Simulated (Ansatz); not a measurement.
In doubt: one-shot GW on d or f shells is unsure (in some of the runs), so the values of those runs are not to be relied on.

System: Ag3AuSe2 (I4_132).

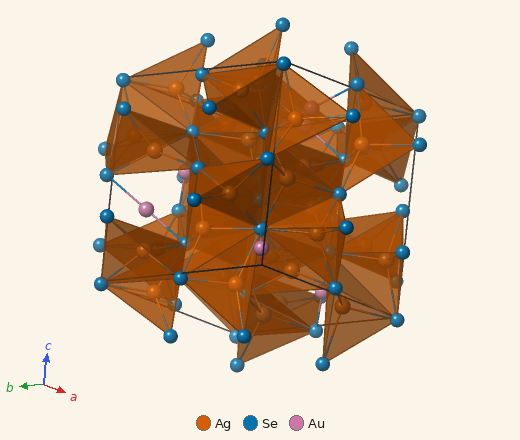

The structure (silver orange, selenium blue, gold pink). Bonds to atoms that aren't drawn are left out. Some periodic images of atoms are drawn too.

```yaml
crystal:
  lattice:
    - [-4.97500, 4.97500, 4.97500]
    - [4.97500, -4.97500, 4.97500]
    - [4.97500, 4.97500, -4.97500]
  atoms:
    - { symbol: Ag, position: [0.25000, 0.62071, 0.37071] }
    - { symbol: Ag, position: [0.62071, 0.75000, 0.37071] }
    - { symbol: Ag, position: [0.75000, 0.87929, 0.12929] }
    - { symbol: Ag, position: [0.87929, 0.25000, 0.12929] }
    - { symbol: Ag, position: [0.37071, 0.25000, 0.62071] }
    - { symbol: Ag, position: [0.37071, 0.62071, 0.75000] }
    - { symbol: Ag, position: [0.12929, 0.75000, 0.87929] }
    - { symbol: Ag, position: [0.12929, 0.87929, 0.25000] }
    - { symbol: Ag, position: [0.25000, 0.12929, 0.87929] }
    - { symbol: Ag, position: [0.62071, 0.37071, 0.25000] }
    - { symbol: Ag, position: [0.75000, 0.37071, 0.62071] }
    - { symbol: Ag, position: [0.87929, 0.12929, 0.75000] }
    - { symbol: Se, position: [0.53781, 0.53781, 0.53781] }
    - { symbol: Se, position: [0.53781, 0.50000, 0.00000] }
    - { symbol: Se, position: [0.50000, 0.00000, 0.96219] }
    - { symbol: Se, position: [0.00000, 0.53781, 0.50000] }
    - { symbol: Se, position: [0.96219, 0.50000, 0.00000] }
    - { symbol: Se, position: [0.96219, 0.96219, 0.96219] }
    - { symbol: Se, position: [0.00000, 0.96219, 0.50000] }
    - { symbol: Se, position: [0.50000, 0.00000, 0.53781] }
    - { symbol: Au, position: [0.25000, 0.25000, 0.25000] }
    - { symbol: Au, position: [0.25000, 0.50000, 0.00000] }
    - { symbol: Au, position: [0.50000, 0.00000, 0.25000] }
    - { symbol: Au, position: [0.00000, 0.25000, 0.50000] }
```

Geometry: measured cell, ions relaxed with r2SCAN. The runs that relaxed it are not among those shown. Spin-orbit coupling is left out unless a run names it.

Gaps computed with Ansatz 0.2.0 without a self-energy: r2SCAN 0.47 eV, r2SCAN+SOC 0.49 eV, HSE06 0.95 eV and HSE06+SOC 0.97 eV.

**Question.** What gap should G0W0 on r2SCAN give (2×2×2 mesh, 5240 empty bands, screening to 280 eV, hard PAW files)?

About 0.64 eV: on its mesh the run moves the gap from 0.46 eV by +0.17 eV. Among the scalar-relativistic levels given, r2SCAN is nearest (−0.17 eV). Bands and cutoff are finite, so the gap is not at the basis limit. The miss can reach some tenths of an eV and take either sign; the mesh is an error of its own. The 2×2×2 mesh is coarse for this cell (its supercell is 17 Å along the shortest edge). The RPA ε∞ on it, from the r2SCAN start, is 22.92; such meshes misread the long-range screening, most where the gap is narrow. A d shell, filled or nearly so, lies near the gap. One-shot GW converges very slowly in bands there, not always from below, and on a semilocal start the gap tends to come out low; starts rich in exact exchange can overshoot instead. The many-body steps are scalar-relativistic: spin-orbit coupling is not in them.

[Paths, hosts, dates, memory and timing lines, banners, echoed tables and standing remarks are left out of the program output.]

[Logs are printed without paths, hosts, clocks, repeated set-up lines and the standing remarks that a program may print on its own settings, such as how far it seeks lower states.]

[Runs of the session that timed out or met a known fault of the program may be left out.]

[Cells called generated may have been cut or substituted from an entry of the Crystallography Open Database or the Materials Project.]

[Hosts, paths, dates, database ids (printed as entryN), source tags and the programs' standing remarks are cut or masked in the printed files.]
